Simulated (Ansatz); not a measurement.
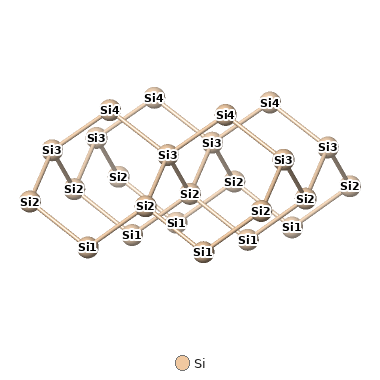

The system is Si on a Si(100) slab cut from the Fd-3m phase, its upper half relaxed before the scan (4 atoms of substrate and one adsorbate in a 1 × 1 cell); the picture shows it without the atoms that are moved over the map. Si is moved along a line over the surface and along the normal, above a rigid substrate. First axis: position of Si5 along the diagonal of the surface cell, from above Si4. Second axis: height of Si5 above the plane of Si4. The scan uses an 8 × 8 grid; 30 points were computed and 17 follow by symmetry. At 17 points there is no value (left out of the scan, as a rule where atoms come close). Points are written as (first, second). Energies are in eV, from the lowest grid point. Level of theory: DFT LDA, scalar-relativistic, plane waves, PAW in Ansatz. Settings: cutoff 420 eV, k-mesh 7×7×1, gaussian smearing 0.05 eV, spin-polarised.

Range: position of Si5 along the diagonal of the surface cell from 0.00 to 4.73 Å; height of Si5 above the plane of Si4 from −0.30 to 3.97 Å.

**What will the energy surface look like?**

The lowest grid point is at (2.70 Å, 0.37 Å) [nearest 2 Si at 2.55 Å]. Other grid points that lie below all their neighbours: (0.00 Å, 2.37 Å) [nearest 1 Si at 2.37 Å] (1.06 eV higher). The highest grid point, (0.00 Å, 1.70 Å) [nearest 1 Si at 1.70 Å], lies 5.00 eV above the lowest.

```
second ↓, first →  0.00  0.68  1.35  2.03  2.70  3.38  4.05  4.73
             3.97  3.27  3.30  3.38  3.46  3.49  3.46  3.38  3.30
             3.27  2.54  2.64  2.86  3.08  3.17  3.08  2.86  2.64
             2.77  1.68  1.84  2.22  2.61  2.78  2.61  2.22  1.84
             2.37  1.06  1.15  1.55  2.08  2.32  2.08  1.55  1.15
             1.70  5.00  2.88  0.94  1.00  1.27  1.00  0.94  2.88
             1.04     –     –     –  0.31  0.41  0.31     –     –
             0.37     –     –     –  0.65  0.00  0.65     –     –
            −0.30     –     –     –     –  0.98     –     –     –
```

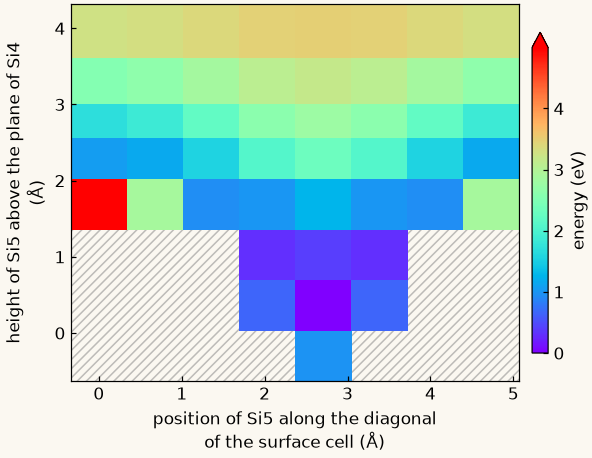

Drawn: one coloured cell a grid point, one colour for all values above the top of the scale, hatched blanks where no value was computed.

Time for the 30 points that were run: 22 min on 1 thread of Arm Neoverse V1, on a shared host.

PAW datasets: the set soft_1.
